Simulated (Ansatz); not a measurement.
# C3H9OSi (SMILES CCC[SiH]O) (doublet): what the fields show

The calculation's input:

```
crystal:
  periodic: [false, false, false]
  atoms:
    - {symbol: C, position_ang: [-1.919849, -0.419667, 0.722776]}
    - {symbol: C, position_ang: [-0.747432, 0.290904, 0.034664]}
    - {symbol: C, position_ang: [0.186807, 1.005049, 1.035814]}
    - {symbol: O, position_ang: [2.512870, 0.719226, -0.606199]}
    - {symbol: Si, position_ang: [1.644092, 1.897292, 0.221001]}
    - {symbol: H, position_ang: [-2.537076, 0.290203, 1.287317]}
    - {symbol: H, position_ang: [-2.567171, -0.918478, -0.008585]}
    - {symbol: H, position_ang: [-1.561499, -1.180695, 1.426750]}
    - {symbol: H, position_ang: [-1.137359, 1.021119, -0.687321]}
    - {symbol: H, position_ang: [-0.166059, -0.435189, -0.546554]}
    - {symbol: H, position_ang: [0.579814, 0.281124, 1.762478]}
    - {symbol: H, position_ang: [-0.379569, 1.745619, 1.619261]}
    - {symbol: H, position_ang: [1.128782, 2.941219, -0.739062]}
    - {symbol: H, position_ang: [3.249019, 1.040953, -1.145432]}
basis:
  gaussian:
    orbitals: def2-SVPD
magnetization:
  spin_polarized: true
  initial_magnetization: 1
hamiltonian:
  xc: pbe0
output:
  forces: true
  orbitals: {seedname: orbitals}
```

Launched as:

```sh
ansatz run input.yaml --threads 2 --pin off --max-ram 4350MiB --events-out events.jsonl --progress --plain --runs-dir runs
```

Geometry: B3LYP/6-31G*.

Computed with isolated molecule in a Gaussian basis; Kohn-Sham density functional theory, functional PBE0 in Ansatz 0.2.0.

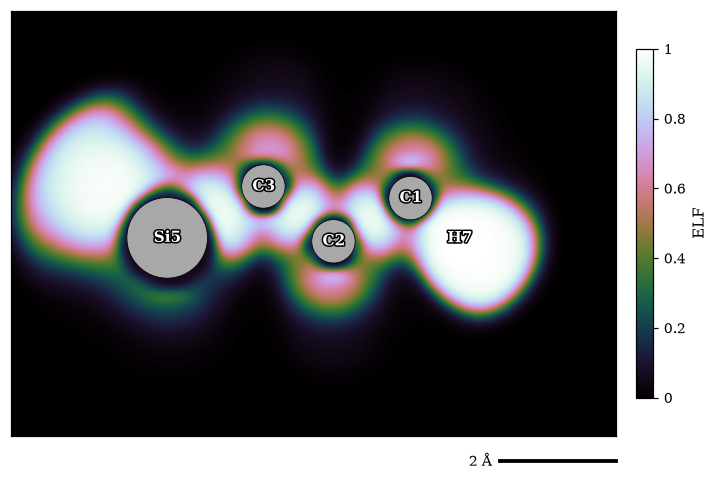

Figure 1. Electron localisation function on the plane of atoms C2, C1 and H7. Grey discs cover the atomic cores.

What do the fields say about this system?

Answer.
- The plane passes through C, Si and H nuclei.
- C–C (1.53 Å): the ELF peaks at about 0.95 between the atoms: localised, covalent bonding.
- C–Si (1.89 Å): the ELF peaks at about 0.95 between the atoms; a shared electron pair.
- C–H (1.10 Å): the ELF climbs to about 1 towards the hydrogen, as it does in any bond to H: a covalent bond by its length.
- The ELF also peaks beside Si5, away from the bonds: non-bonding electrons, paired or unpaired.

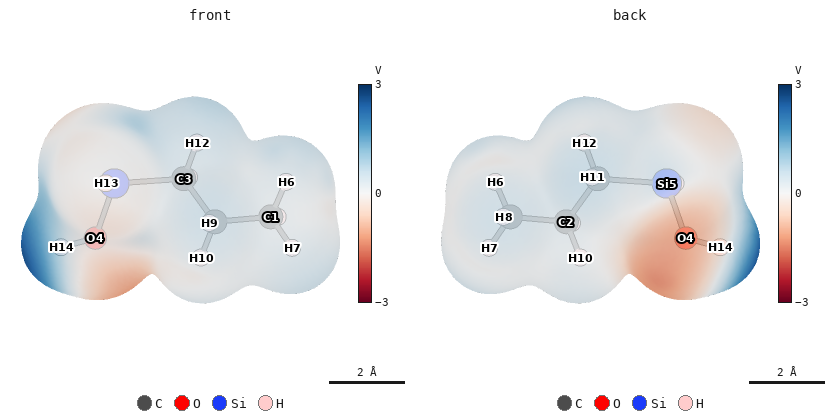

Figure 2. The molecular electrostatic potential painted on the density surface at 0.002 e/bohr³, seen from the front and from behind; the colour scale runs from red (negative) to blue (positive).

Which sites attract a positive test charge, and which a negative one?

Answer. A positive charge is drawn to the negative regions and a negative charge to the positive ones. The most negative region (about −1.4 V) lies over O4, the most positive (about +2.5 V) over H14. O4 is the likeliest acceptor of a hydrogen bond.

How polar is the molecule by this calculation?

Answer. Its dipole moment is 0.47 D.

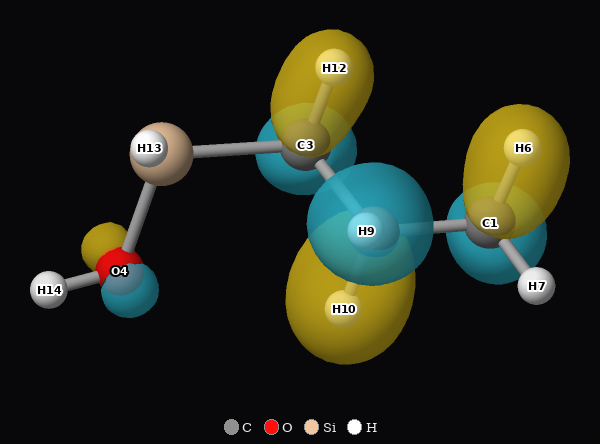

Figure 3. The HOMO−1 (β) at ±0.15 Å⁻³ᐟ² (yellow and cyan are the two phases), seen across its widest extent.

Describe this orbital and give its energy.

Answer. It lies mainly on C2 (about 25 %), C1 (about 10 %), H9 (about 10 %), H10 (about 10 %), C3 (about 10 %) and H6 (about 5 %). Its energy is −9.30 eV.

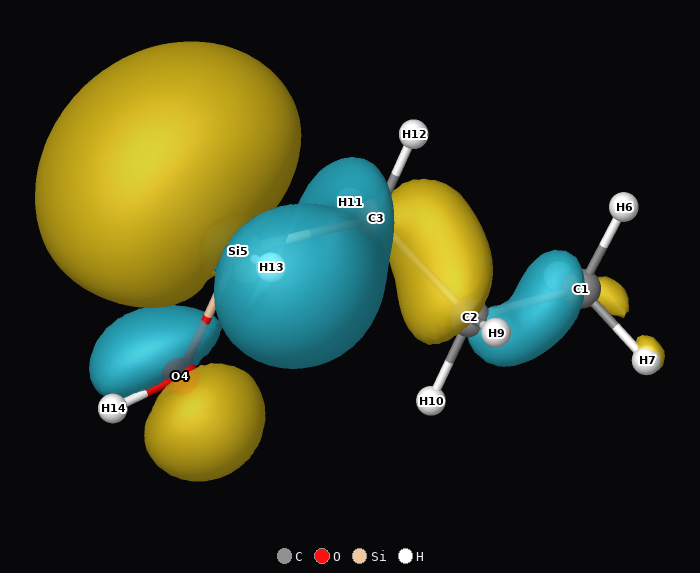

Figure 4. The HOMO (α) at ±0.08 Å⁻³ᐟ² (yellow and cyan are the two phases), seen at a tilt.

What is the character of this orbital?

Answer. Its weight (Hirshfeld) is mainly on Si5 (about 65 %), O4 (about 10 %), H13 (about 10 %) and C3 (about 5 %). Its energy is −5.60 eV.
